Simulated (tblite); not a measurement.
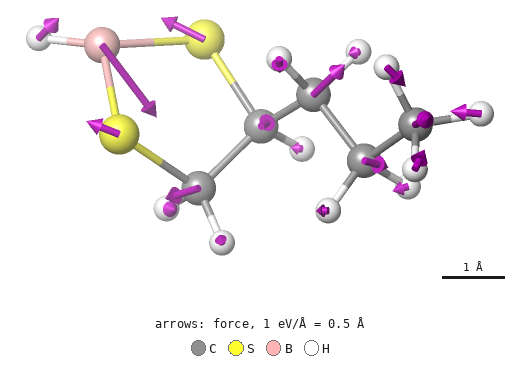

Starting geometry of C$_{5}$H$_{11}$BS$_{2}$ with the computed forces as purple arrows. A ball-and-stick model, seen at a tilt.

These are results of tblite, GFN2-xTB geometry optimisation, gas phase, not measurements. 

**Is this structure relaxed? If not, where do the atoms go?**

It isn't relaxed: the largest force vector, on the B atom, is 3.09 eV/Å. The final displacements follow the starting forces only in part (cosine between the two patterns 0.32). The atom that moves furthest after the best rigid fit is an H atom (0.86 Å). By element the largest moves are H 0.86 Å, S 0.49 Å, B 0.34 Å, C 0.15 Å. Near-neighbour distances that change, for instance: B–S 1.896 → 1.773 Å, C–C 1.483 → 1.527 Å, B–H 1.191 → 1.162 Å, C–H 1.120 → 1.091 Å. Among the angles between lasting bonds that change: S–B–S 101.8° → 115.7°, C–S–B 102.1° → 96.1°, S–C–H 113.3° → 107.4°. Groups turn about C–C by about 40°, C–S by about 20°. The energy falls by 121.3 kJ/mol in 111 geometry steps.
